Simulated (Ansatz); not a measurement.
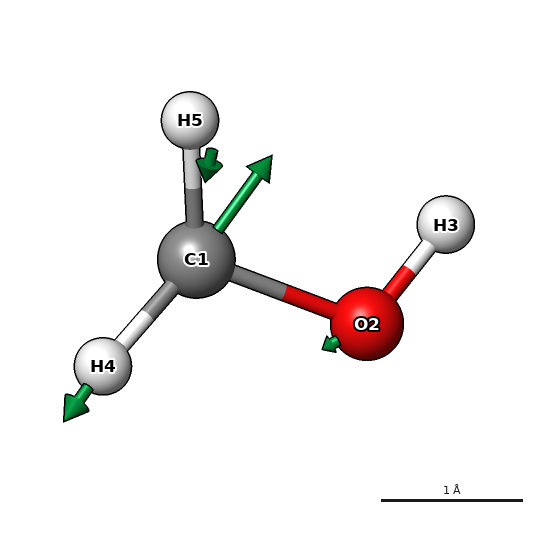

Arrows show the forces on the atoms, 1 Å of arrow for 1 eV/Å; forces under a tenth of the largest aren't drawn. The species is neutral and a spin doublet. Level of theory: UHF/def2-SVP (Ansatz).

Question: On which atom is the force largest, and how large is it?

Answer: On C1: 0.68 eV/Å.

Question: Along which bond is the force strongest?

Answer: C1–H4, now 1.073 Å: the forces push its atoms apart, so a first step downhill lengthens it.

List the force components in the frame of the picture (x right, y up, z towards the viewer), in eV/Å.

| atom | Fx | Fy | Fz |
| --- | --- | --- | --- |
| C1 | 0.40 | 0.55 | −0.03 |
| O2 | −0.12 | −0.07 | 0.02 |
| H3 | −0.04 | 0.02 | 0.01 |
| H4 | −0.18 | −0.26 | 0.10 |
| H5 | −0.05 | −0.24 | −0.10 |
